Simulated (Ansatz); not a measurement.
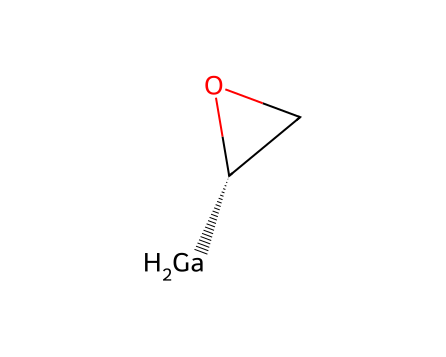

A structural formula.

Transcribe the drawing into SMILES.

Answer. [GaH2][C@H]1CO1

Give the formula, hydrogens included.

Answer. C2H5GaO.

An optimisation with PBE0-D4/def2-TZVP gave a structure of which point group?

Answer. C1.

More results for the same structure follow; atom numbers are the same in all pictures, views and colours differ. The geometry was computed by an optimisation with PBE0-D4/def2-TZVP.

## Shape

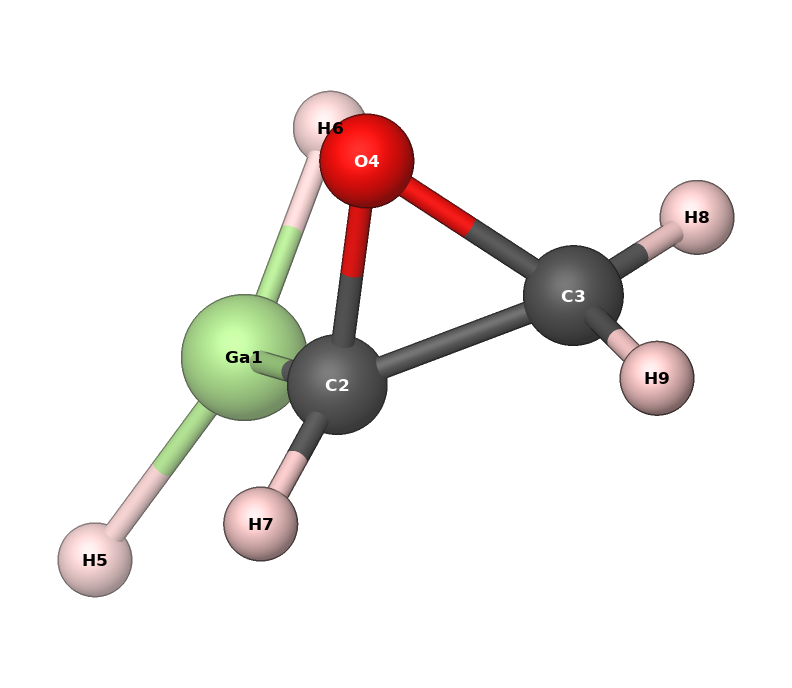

Ga1 lies behind C2. The molecule seen a little off the C2–Ga1 bond, C2 in front. Depth is shown by fading: the farther an atom, the more it takes the colour of the background.

What is the torsion angle O4–C2–Ga1–H5? The sign is positive where the front bond must turn clockwise to cover the back bond.

Answer. −151°, antiperiplanar (anti).

## Charges

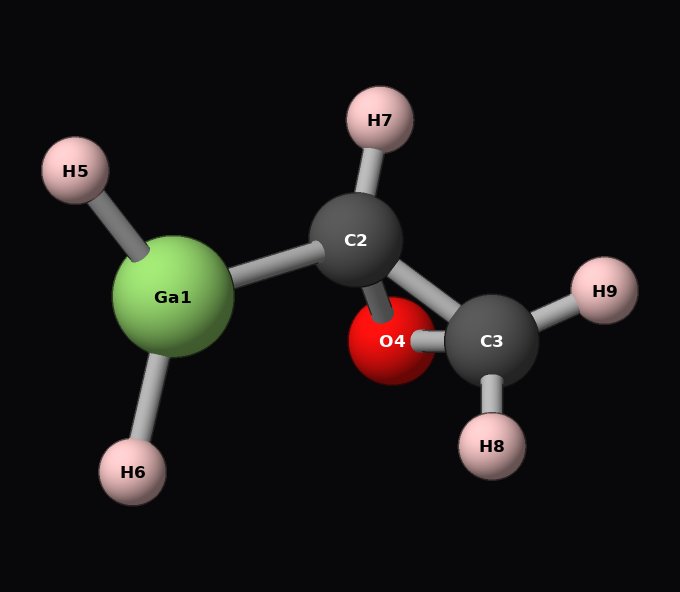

The questions are on Mulliken charges. Level of theory: RKS PBE-D4/def2-TZVPP (Ansatz 0.2.0).

Which atom carries the highest charge (most positive or least negative)?

Answer. Ga1 (0.15 e).

And the lowest?

Answer. O4 (−0.28 e).

Give the Mulliken charges atom by atom.

```tsv
atom	value (e)
Ga1	0.15
C2	−0.03
C3	−0.01
O4	−0.28
H5	−0.04
H6	−0.04
H7	0.09
H8	0.08
H9	0.08
```

## Electronic properties

Level of theory: RKS B3LYP-D4/def2-TZVPP (Ansatz 0.2.0).

What is the HOMO energy (Kohn–Sham orbital)?

Answer. −7.13 eV.

What is the LUMO energy (Kohn–Sham orbital)?

Answer. −2.00 eV.

What is the dispersion correction?

Answer. −25.5 kJ/mol.

Give the dipole moment at this level.

Answer. 1.68 D.

## Vibrations

Harmonic vibrations computed with RKS PBE0-D4/def2-TZVP (Ansatz 0.2.0) at a stationary point of the same level.

How many vibrational modes are there, and where do they lie?

Answer. 21 modes: 98, 191, 221, 434, 587, 608, 742, 852, 932, 942, 1094, 1163, 1177, 1271, 1335, 1520, 1968, 1978, 3091, 3105, 3178 cm⁻¹.

Mulliken values depend strongly on the basis set and can even reverse the polarity of a bond.
